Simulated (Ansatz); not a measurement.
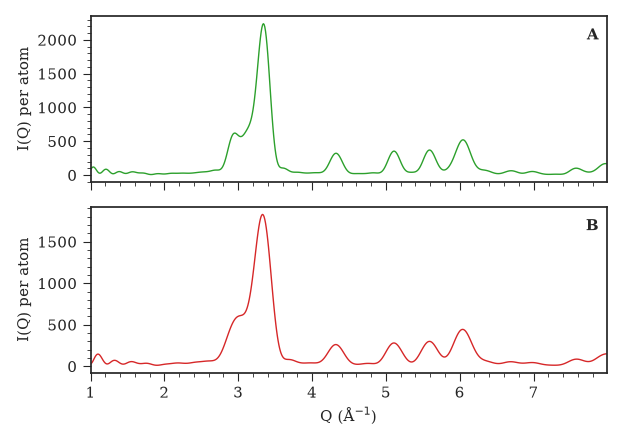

X-ray scattering of spheres cut from the crystal structure of Co (P6_3/mmc, a = 2.458 Å, b = 2.458 Å, c = 3.966 Å, α = 90.00°, β = 90.00°, γ = 120.00°), calculated atom by atom with the Debye equation (B = 0.5 Å², no relaxation of the surface). It is based on the input geometry of an electronic-structure calculation (not necessarily at equilibrium).

Question: The spheres are 28 and 36 Å across. Which curve is which?

Answer: curve A: 36 Å (2367 atoms); curve B: 28 Å (1129 atoms). Peak widths go roughly as 2π/D, so the largest sphere has the sharpest peaks.

Question: Index the main peaks of the largest sphere.

Answer: Q ≈ 3.34 Å⁻¹: 101; Q ≈ 4.32 Å⁻¹: 102; Q ≈ 5.11 Å⁻¹: 110; Q ≈ 5.59 Å⁻¹: 103; Q ≈ 6.04 Å⁻¹: 112 + 201.
